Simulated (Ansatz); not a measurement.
# C3H8AlN (SMILES C=[N][AlH][CH2]C): what the fields show

Input

```
crystal:
  periodic: [false, false, false]
  atoms:
    - {symbol: C, position_ang: [0.289953, 2.083170, 2.491959]}
    - {symbol: N, position_ang: [0.469579, 1.162904, 1.677117]}
    - {symbol: Al, position_ang: [0.716619, -0.128849, 0.517501]}
    - {symbol: C, position_ang: [-0.528432, -0.291192, -0.985634]}
    - {symbol: C, position_ang: [-0.366797, -1.549205, -1.839249]}
    - {symbol: H, position_ang: [0.736537, 3.082646, 2.366627]}
    - {symbol: H, position_ang: [-0.327065, 1.962506, 3.396843]}
    - {symbol: H, position_ang: [1.958112, -1.077560, 0.784071]}
    - {symbol: H, position_ang: [-0.414727, 0.604373, -1.609761]}
    - {symbol: H, position_ang: [-1.549262, -0.226325, -0.590133]}
    - {symbol: H, position_ang: [-0.524661, -2.459724, -1.254485]}
    - {symbol: H, position_ang: [-1.075991, -1.575174, -2.672175]}
    - {symbol: H, position_ang: [0.636532, -1.622269, -2.267982]}
basis:
  gaussian: {orbitals: def2-TZVPP}
hamiltonian: {xc: pbe0, dispersion: d4}
output: {orbitals: {seedname: orbitals}}
```

Run with:

```sh
ansatz run in.yaml --threads 4 --pin off --events-out ev --progress --plain --max-ram 10444MiB
```

Geometry: PBE0-D4/def2-TZVP.

These are results of RKS PBE0-D4/def2-TZVPP in Ansatz, not measurements.

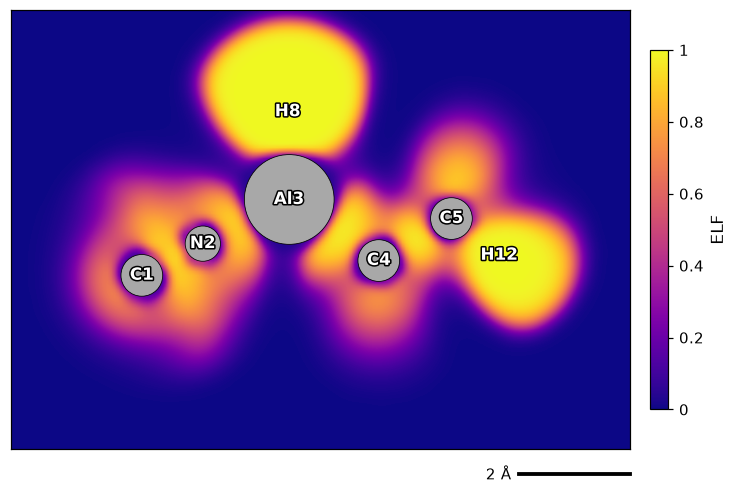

Figure 1. Electron localisation function on the plane of atoms N2, Al3 and C4. Grey discs cover the atomic cores.

Read the bonding off the picture.

Answer. Atoms in the plane: C, N, Al and H.
C–N (1.24 Å): the ELF peaks at about 0.90 between the atoms; a multiple bond.
C–C (1.53 Å): the ELF peaks at about 0.95 between the atoms: a covalent bond.
Al–N (1.75 Å): the ELF peaks at about 0.90 in the valence shell of N, 0.6 Å from its nucleus, and is about 0.50 at the midpoint.
C–Al (1.96 Å): the ELF peaks at about 0.95 between the atoms: a polar covalent bond.
C–H (1.09 Å): the ELF climbs to about 1 towards the hydrogen, as it does in any bond to H; a covalent bond by its length.

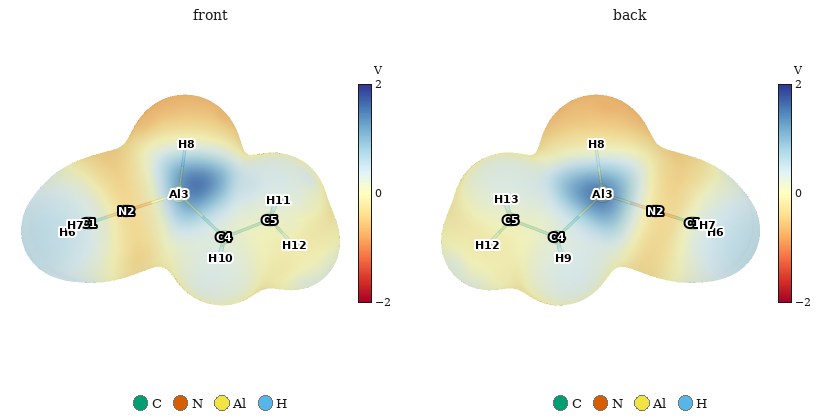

Figure 2. The electrostatic potential painted on the density surface at 0.001 e/bohr³, seen from the front and from behind; the colour scale runs from red (negative) to blue (positive).

Where is the surface potential most negative and most positive?

Answer. The most negative region (about −0.7 V) lies over H8, the most positive (about +1.5 V) over Al3.

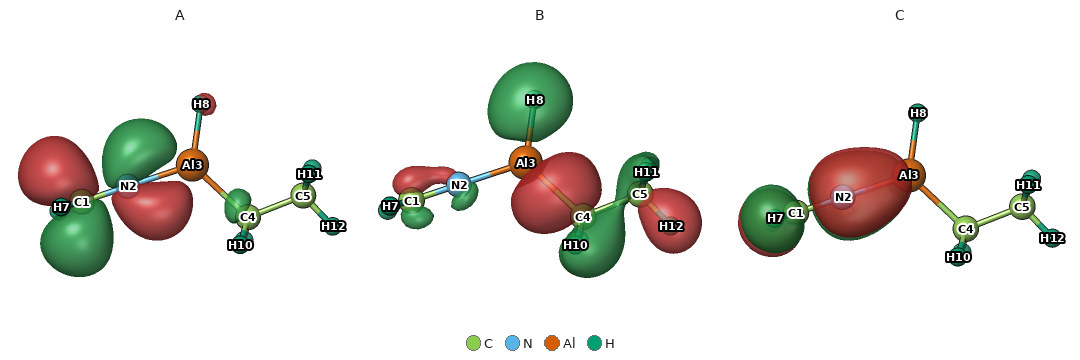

Figure 3. Three frontier orbitals at ±0.1 Å⁻³ᐟ² (green and red are the two phases), in no order.

Order the three orbitals by energy and name them.

Answer. B is the HOMO−1 (−7.43 eV). It lies mainly on C4 (about 35 %), Al3 (about 20 %), H8 (about 15 %) and C5 (about 10 %). C is the HOMO (−6.57 eV). Its weight (Hirshfeld) is mainly on N2 (about 55 %), Al3 (about 15 %), C1 (about 15 %), H7 (about 10 %) and H6 (about 10 %). A is the LUMO (−0.77 eV). It lies mainly on C1 (about 45 %), N2 (about 30 %) and Al3 (about 10 %); π-antibonding (π*) across C1–N2.

What is the HOMO–LUMO gap?

Answer. 5.80 eV between the orbital energies.
